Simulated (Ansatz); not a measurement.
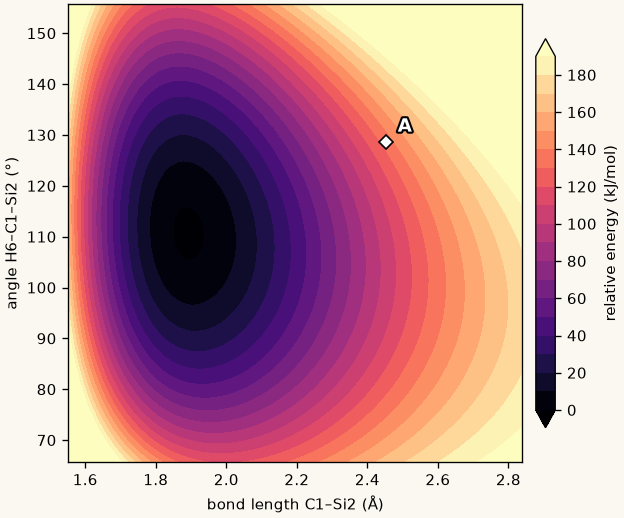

CH₅FNSi, SMILES C[Si](N)F, spin multiplicity 2. 
- First axis: bond length C1–Si2. Second axis: angle H6–C1–Si2.
- Nothing is relaxed (all other coordinates rigid).
- Grid: 11 × 11 points.
- Points are written as (first, second).
- All energies are given in kJ/mol relative to the lowest grid point.
- All numbers below come from UKS PBE-D4/def2-SVP (Ansatz).

The picture shows filled contours, one colour for all values above the top of the scale, the point A. Between grid points the surface is interpolated.

Q: Which way does the force act at A, and how strong is it?

A: A, at (2.453 Å, 128.7°), is not a stationary point. The computed force is 250 kJ/mol for each Å towards smaller values of bond length C1–Si2 and 2.5 kJ/mol for each degree towards smaller values of angle H6–C1–Si2.
